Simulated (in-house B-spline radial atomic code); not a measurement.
All numbers are computed, not measured: scalar-relativistic (spin-free one-electron X2C) B3LYP, spin-polarised, spherical fractional occupations, Fermi nucleus, basis-set limit (an in-house B-spline radial code). The occupation of the 2p shell is varied from Si²⁺ ([He] 2s2 2p5 3s2 3p1 (high spin)) to Si⁺ ([Ne] 3s2 3p1 (high spin)), with spherical fractional occupations. Wanted, and plotted below: the total energy less the straight line between the end points, and the eigenvalue of 2p↓ (the dashed line is minus the energy to take the whole electron out).

The curve is convex (below the straight line), with the largest deviation among the points computed, −3.53 eV, at 0.5. The end points differ by 123.4 eV, the energy to take the electron out. The eigenvalue, which is the slope of the energy (Janak's theorem), moves from −137.7 eV at 0 to −109.5 eV at 1; for a straight line it would stay constant, and a parabola would sag by an eighth of this change, scaled to a whole electron, 3.53 eV. Convexity is the mark of the delocalisation error, which puts fractional charges too low; for p, d and f shells the spherical spreading of the fraction adds to it. The shell lies under occupied ones, so the straight line is a guide here rather than an exact condition. Exact exchange at spherical fractional occupations leaves self-interaction in partly filled shells, which adds to the curvature.

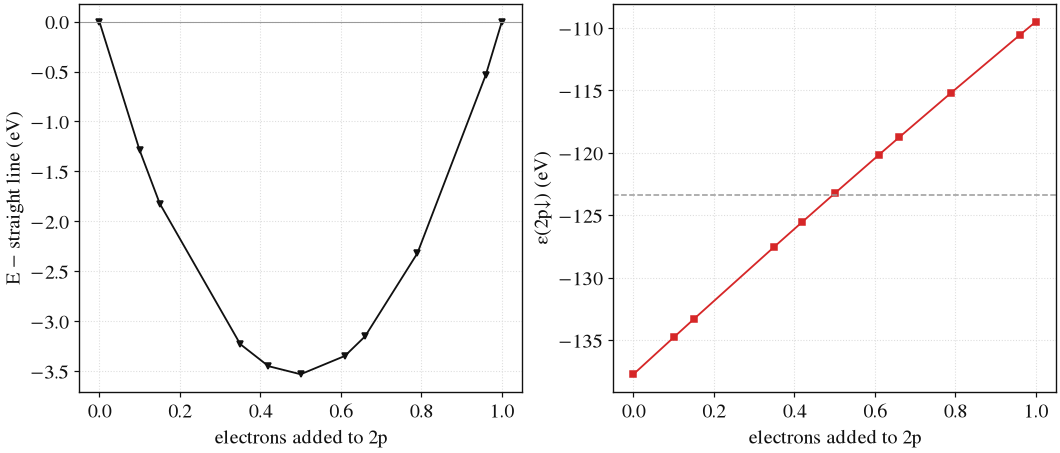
